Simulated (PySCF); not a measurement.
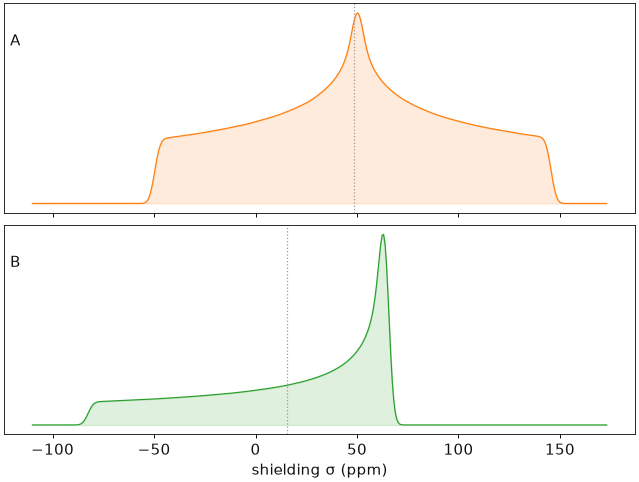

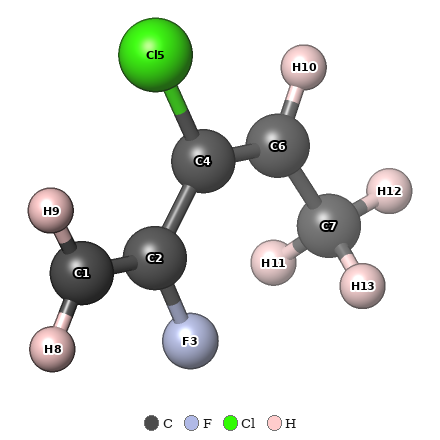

Static powder patterns (¹³C) from GIAO shielding tensors of C₅H₆ClF, SMILES C=C(F)/C(Cl)=C\C, PBE0/pcSseg-1 in PySCF, at a GFN2-xTB geometry (no frequency check); absolute shielding, one fixed geometry of the isolated molecule without any motion, no dipolar terms. The dotted line is the isotropic value; skew is 3(σiso − σ22)/span.

**The panels belong to C2 and C6. Which is which?**

panel A: C6, σ11, σ22, σ33 = −50, 50, 146 ppm, isotropic 49, span 195 ppm, skew −0.02; panel B: C2, σ11, σ22, σ33 = −83, 64, 65 ppm, isotropic 15, span 148 ppm, skew −0.98.

Caveats: the tight-binding geometry is rougher than a DFT one and adds to the error; one conformer of a flexible molecule.
